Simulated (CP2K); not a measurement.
Consider formate at its PBE geometry (Å).

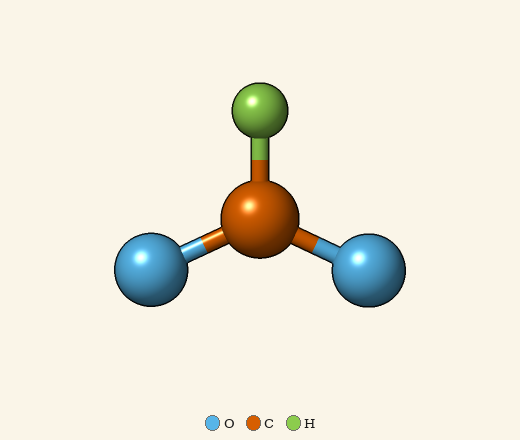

The molecule (oxygen blue, carbon orange, hydrogen green).

```xyz
4

O     1.2350   -0.3109   -0.0016
C     0.0034   -0.0161   -0.0001
O    -1.0091   -0.7772   -0.0016
H    -0.2294    1.1041    0.0034
```

Method: CP2K XAS_TDP, all-electron GAPW, PBEh(45%), aug-cc-pVTZ, TDA, GW2X-corrected core level, no relativity.

**Question.** Predict the bright core excitations at the C K edge.

Leading lines: C2 288.82 eV. The leading line of an atom is its first one with 35 % of the strongest within 2.5 eV of its lowest line over the strength cut. Core ionisation energies at this level: C2 288.13 eV.

The first six lines of each atom with a strength over 0.0015:

```tsv
atom	energy (eV)	states	strength, one atom	above the computed threshold
C2 (bonded to 2 O and H)	288.82	1	0.0733	yes
	289.94	1	0.0071	yes
	291.36	1	0.0023	yes
	291.38	1	0.0021	yes
	292.23	1	0.0142	yes
	293.86	2	0.0031	yes
```

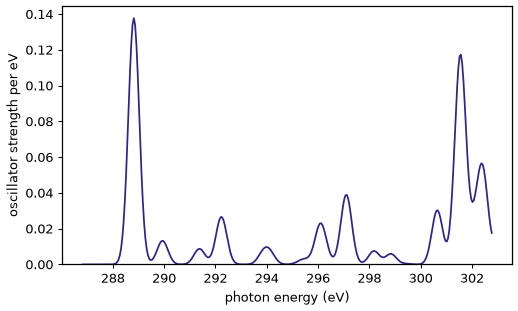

All atoms added, broadened by 0.5 eV.

Lines are vertical, at one geometry, with no vibrational structure. GW2X ionisation energies and lines can be off by 1 to 2 eV either way, and a good line position may hide errors that cancel. These values hold no scalar relativity, about 0.1 eV for C 1s. Rydberg lines, and the discretised continuum above threshold, depend on the basis and the box. The ion (charge -1) is isolated, with no counter-ion or solvent. In an isolated anion many lines lie above the ionisation threshold and are held only by the finite basis.

[Banner, clock and machine lines of the logs are left out without a mark of their own.]

[Logs are printed without paths, hosts, clocks, repeated set-up lines and the standing remarks that a program may print on its own settings, such as how far it seeks lower states.]

[Hosts, paths, dates, database ids (printed as entryN), source tags and the programs' standing remarks are cut or masked in the printed files.]
